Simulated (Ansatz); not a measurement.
Energy over volume and axial ratio for TiTe2 (CdI2 type)

TiTe₂ (CdI2 type)

```cif
data_Te2Ti
_chemical_formula_sum 'Ti1 Te2'
_space_group_name_H-M_alt 'P-3m1'
_space_group_IT_number 164
_space_group_name_Hall '-P 3 2"'
_cell_length_a 3.78396
_cell_length_b 3.78396
_cell_length_c 6.60161
_cell_angle_alpha 90.000
_cell_angle_beta 90.000
_cell_angle_gamma 120.000
loop_
_atom_site_label
_atom_site_type_symbol
_atom_site_symmetry_multiplicity
_atom_site_Wyckoff_symbol
_atom_site_fract_x
_atom_site_fract_y
_atom_site_fract_z
_atom_site_occupancy
Ti1 Ti 1 a 0.00000 0.00000 0.00000 1
Te1 Te 2 d 0.33333 0.66667 0.25685 1
```

Two coordinates are scanned: the volume, and the ratio of the stretch along z (the conventional c axis) to the stretch across it. Atoms keep their fractional coordinates.

The numbers are results of r2SCAN+rVV10 (plane waves to 500 eV, PAW, scalar-relativistic; Ansatz, a program for electronic structure), not measurements. k mesh 14×14×7 (Γ-centred), Fermi-Dirac smearing 0.05 eV. E stands for the smeared free energy. As the atoms are clamped, bonds stretch with the cell, which overstates energies and stresses. With partly filled bands, the response to shear is sensitive to the k mesh, so small differences along c/a are uncertain. Spin-orbit coupling is left out, though Te is heavy. TiTe2 is run without spin polarisation. TiTe2 was relaxed with its symmetry unable to fall. The zero of ΔE is the relaxed starting cell.

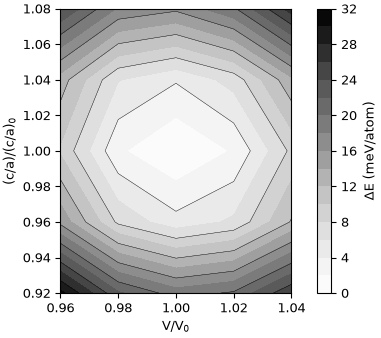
*ΔE (meV/atom) over the 5×5 grid of computed points.*

Highest place on the grid: V/V₀ = 0.960, (c/a)/(c/a)₀ = 0.920 (31 meV/atom). Lowest place on the grid: V/V₀ = 1.000, (c/a)/(c/a)₀ = 1.000 (0 meV/atom).

(A scan under strain: stresses follow from slopes of the energy per volume, elastic moduli from its curvatures.)
